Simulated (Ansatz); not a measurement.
**SiHF (SMILES F[SiH]): RPA@PBE/def2-TZVPPD**

What is the vertical electron affinity of SiHF at RPA@PBE/def2-TZVPPD? 

Program for the calculation: Ansatz 0.2.0.

58 further runs of the same task are left out: 58 set aside as unsound or not needed.

## (1) Starting point

SiHF has 3 atoms, charge 0, and is taken as a singlet. SMILES: `F[SiH]`. The shape is that of a PBE0-D4/def2-TZVP optimisation.

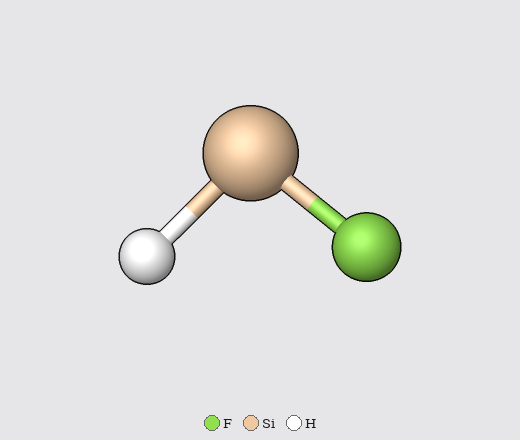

Viewed from a chosen angle; fluorine green, silicon light orange, hydrogen white.

## (2) A single-point energy at RPA@PBE/def2-TZVPPD

Contents of molecule.yaml:

```yaml
crystal:
  periodic: [false, false, false]
  atoms:
    - {symbol: F, position_ang: [-1.090200, 0.024400, -0.602300]}
    - {symbol: Si, position_ang: [0.186800, 0.629400, 0.173800]}
    - {symbol: H, position_ang: [0.892400, -0.718600, 0.415300]}
basis:
  gaussian:
    orbitals: def2-TZVPPD.json
magnetization:
  spin_polarized: false
  initial_magnetization: 0
hamiltonian:
  xc: pbe
correlation:
  method: rpa
  frozen_orbitals: {F: 1, H: 0, Si: 5}
accuracy: high
```

The basis set def2-TZVPPD is read from a file made from the Basis Set Exchange's data (not shown).

Command:

```
$ ansatz run molecule.yaml --threads 1 --pin off --max-ram 3480MiB --events-out events.jsonl --progress --plain --runs-dir runs
```

Standard output:

```text
Warning: RAYON_NUM_THREADS=1 ignored (pool sized by the plan → 1); use --threads N
Functional definition: PBE
  name "PBE"
  parameter kappa = 0.804
  parameter beta = 0.06672455060314922
  exchange = pbe_x(kappa = kappa, mu = beta*pi^2/3)
  correlation = pbe_c(beta = beta)
1560 factors; integrals over basis functions are off by at most 3.9e-9 eV
mean field evaluation 1: about -10603.3268 eV, gradient 3.6e1 eV
mean field evaluation 2: about -10603.3240 eV, gradient 3.6e1 eV
mean field evaluation 4: about -10605.2215 eV, gradient 7.5e0 eV
mean field evaluation 8: about -10605.3957 eV, gradient 2.2e-1 eV
mean field evaluation 16: about -10605.3958 eV, gradient 1.7e-6 eV
mean field -10605.39582516 eV, -389.7411079793 hartree, gradient 2.2e-8 eV, S^2 0.000000; 0 other end points of the search recorded, 0 dependent functions left out
6 core orbitals not correlated: weight in the atoms' cores, before any rotation towards them, 1.000 or more for the frozen orbitals, at most 0.000 for the correlated occupied ones
reference -10584.72877367 eV, -388.9816078456 hartree; 6, 6 occupied and 93, 93 virtual orbitals, 1560 factors
Total energy: -10600.58139615 eV, -389.5641809765 hartree
```

Wall time 6.9 s (1 thread of Arm Neoverse V1, shared host); peak memory 0.31 GiB.

## (3) The doublet anion at the same level

Contents of in.yaml:

```yaml
crystal:
  periodic: [false, false, false]
  atoms:
    - {symbol: F, position_ang: [-1.090200, 0.024400, -0.602300]}
    - {symbol: Si, position_ang: [0.186800, 0.629400, 0.173800]}
    - {symbol: H, position_ang: [0.892400, -0.718600, 0.415300]}
basis:
  gaussian:
    orbitals: def2-TZVPPD.json
total_charge: -1
magnetization:
  spin_polarized: true
  initial_magnetization: 1
hamiltonian:
  xc: {name: PBE}
correlation:
  method: rpa
  frozen_orbitals: {F: 1, H: 0, Si: 5}
accuracy: high
```

The basis set def2-TZVPPD is read from a file made from the Basis Set Exchange's data (not shown).

Command:

```
$ ansatz run in.yaml --threads 1 --pin off --max-ram 3480MiB --events-out events.jsonl --progress --plain --runs-dir runs
```

Standard output, cut to the lines that bear on the results:

```text
Warning: RAYON_NUM_THREADS=1 ignored (pool sized by the plan → 1); use --threads N
[... 6 set-up lines as earlier in the session ...]
1560 factors; integrals over basis functions are off by at most 3.9e-9 eV
mean field evaluation 1: about -10586.6337 eV, gradient 7.3e1 eV
mean field evaluation 2: about -10586.6276 eV, gradient 7.3e1 eV
mean field evaluation 4: about -10604.2736 eV, gradient 2.2e1 eV
mean field evaluation 8: about -10606.0017 eV, gradient 3.2e-1 eV
mean field evaluation 16: about -10606.0025 eV, gradient 1.6e-4 eV
mean field -10606.00248358 eV, -389.7634022649 hartree, gradient 7.1e-8 eV, S^2 0.756914; 0 other end points of the search recorded, 0 dependent functions left out
6 core orbitals not correlated: weight in the atoms' cores, before any rotation towards them, 1.000 or more for the frozen orbitals, at most 0.000 for the correlated occupied ones
reference -10584.89451796 eV, -388.9876988358 hartree; 7, 6 occupied and 92, 93 virtual orbitals, 1560 factors
Total energy: -10601.23579291 eV, -389.5882296139 hartree
```

It took 9.9 s on 1 thread of Arm Neoverse V1, shared host; peak memory 0.33 GiB.

## (4) What came out

Level: RPA@PBE/def2-TZVPPD, 6 core orbitals frozen.

| quantity | value |
| --- | --- |
| singlet SiHF: total energy | -389.56418 Eh |
| singlet SiHF: RPA correlation energy (valence) | -582.6 mEh |
| doublet anion: total energy | -389.58823 Eh |
| doublet anion: RPA correlation energy (valence) | -600.5 mEh |
| doublet anion: ⟨S²⟩ of the reference determinant | 0.757 |
| vertical electron affinity (to the doublet anion) | 0.654 eV |

**Reading.** At fixed nuclei the extra electron is bound by 0.65 eV (15.1 kcal/mol).
